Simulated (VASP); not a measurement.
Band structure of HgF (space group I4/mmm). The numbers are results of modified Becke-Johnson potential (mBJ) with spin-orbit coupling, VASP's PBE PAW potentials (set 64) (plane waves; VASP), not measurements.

mBJ is a potential without an energy functional, so only the levels count.

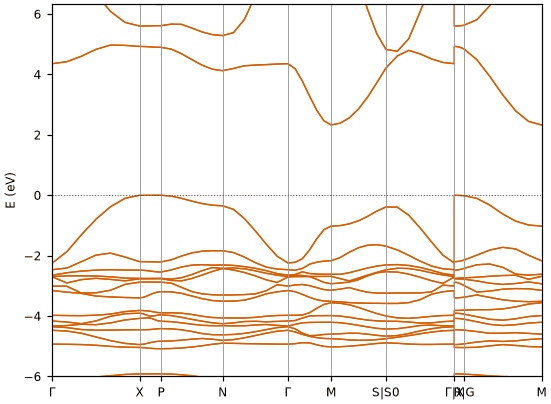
Figure: Bands along high-symmetry lines, zero at the valence-band maximum or, without a gap, the Fermi level

Problem. Read the plot: is there a gap, and where are the band edges?

Solution. The gap is indirect, 2.33 eV, from the valence maximum at P to the conduction minimum at M.

The structure comes from a computed database's HgF entry (I4/mmm); how it stands against other phases isn't given here. It was relaxed first, which changed the volume by +9 %. The cell's shape comes from a PBE relaxation.
